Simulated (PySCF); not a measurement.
## Frequency calculation of BH$_{4}$O (charge −1)

System: BH$_{4}$O, charge −1.
Method: HF/BFD-VDZ, RHF, core potentials bfd (PySCF 2.14.0).

The geometry was optimised with HF/BFD-VDZ symmetrised.

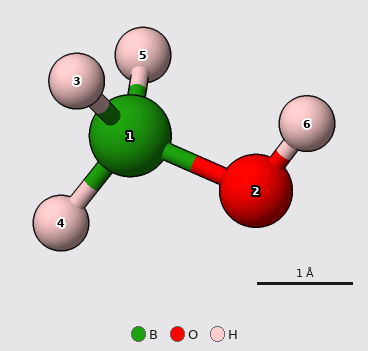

Fig. 1: The structure (ball-and-stick view, seen at a tilt; atoms are numbered from 1 in the order of the input). Bond lengths as drawn: B–H 1.24 to 1.26 Å, B–O 1.50 Å and H–O 0.94 Å.

**Results in brief**

```json
{"quantity": "outcome", "value": "converged"}
{"quantity": "total energy", "value": "−20.818463 hartree"}
{"quantity": "basis functions", "value": "46"}
{"quantity": "HOMO", "value": "−3.85 eV"}
{"quantity": "LUMO", "value": "11.37 eV"}
{"quantity": "zero-point energy", "value": "0.043130 hartree"}
{"quantity": "wavenumbers, lowest and highest", "value": "265 and 4100 cm⁻¹"}
{"quantity": "hardware", "value": "1 thread of AMD EPYC (Zen 3), 189 GiB of memory available, shared host"}
{"quantity": "wall time", "value": "97 s"}
{"quantity": "peak memory", "value": "0.21 GiB"}
```

**Notes**

The record of the run, not the program, notes: dipole of an ion depends on the origin.

**Input (calc.py)**
```python
# [BH3-]O
import numpy
from pyscf import gto, symm
from pyscf.hessian import thermo

mol = gto.M(
    atom='''
B       -0.065543      -0.604167      -0.511299
O        0.038593       0.570926       0.415932
H        1.057340      -1.138246      -0.702680
H       -0.515714      -0.212381      -1.599486
H       -0.831213      -1.488010      -0.047338
H        0.380001       0.256319       1.231387
''',
    verbose=3,
    basis='bfd-vdz',
    max_memory=1860,
    charge=-1,
    ecp='bfd',
)

mf = mol.RHF()
mf = mf.density_fit(auxbasis='cc-pvtz-jkfit')
mf.kernel()

e_final = mf.e_tot
print('E(%s) = %.9f' % ('HF', e_final))
hess = mf.Hessian().kernel()
modes = thermo.harmonic_analysis(mol, hess)
print('frequencies (1/cm)', numpy.round(modes['freq_wavenumber'], 1))
symm.geom.TOLERANCE = 1e-3  # for the symmetry number
th = thermo.thermo(mf, modes['freq_au'], 500, 101325)
thermo.dump_thermo(mol, th)
```

Launched with:
```bash
OMP_NUM_THREADS=1 python calc.py
```

**What the program printed**
```
converged SCF energy = -20.818463457135
E(HF) = -20.818463457
frequencies (1/cm) [ 264.7  890.   909.5 1033.6 1225.2 1264.9 1288.3 1311.5 2138.9 2200.7
 2304.1 4100.4]
temperature 500.0000 [K]
pressure 101325.00 [Pa]
Rotational constants [GHz] 103.06351 22.47044 21.74326
Symmetry number 1
Zero-point energy (ZPE) 0.04313 [Eh]   113238.125 [J/mol]
                           tot       elec      trans        rot        vib
Entropy [J/mol/K]       271.602      0.000    162.256     87.600     21.745
Cv [J/mol/K]             60.659      0.000     12.472     12.472     35.716
Cp [J/mol/K]             68.973      0.000     20.786     12.472     35.716
Internal energy [J/mol]                      6235.845   6235.845 120171.939
Internal energy [Eh]   -20.76794  -20.81846
Enthalpy [J/mol]                            10393.075   6235.845 120171.939
Enthalpy [Eh]          -20.76636
Gibbs free energy [J/mol]                  -70734.919 -37564.395 109299.378
Gibbs free energy [Eh] -20.81808
```

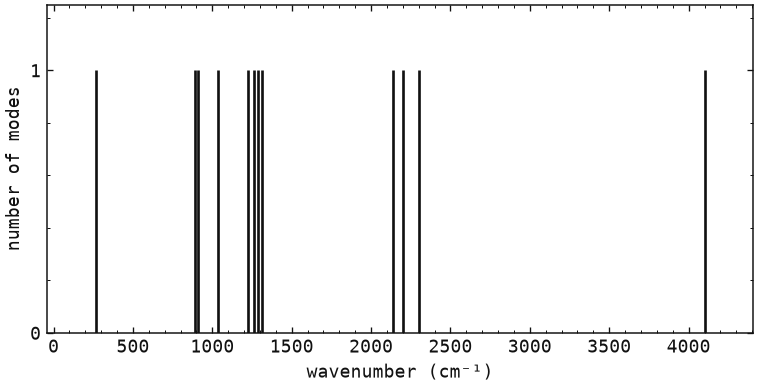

Fig. 2: Harmonic vibrational wavenumbers from the force constants; neighbouring modes closer than 17 cm⁻¹ are counted in one stick. 12 modes from 265 to 4100 cm⁻¹, none imaginary.

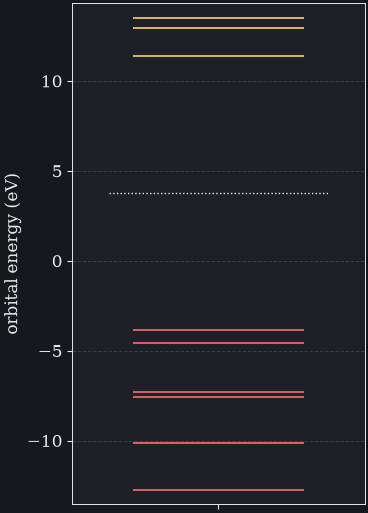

Fig. 3: Orbital energies near the frontier; the dotted line parts filled from empty levels, and levels within 0.02 eV of each other stand side by side. Highest filled −3.85 eV, lowest empty 11.37 eV, 15.22 eV apart.
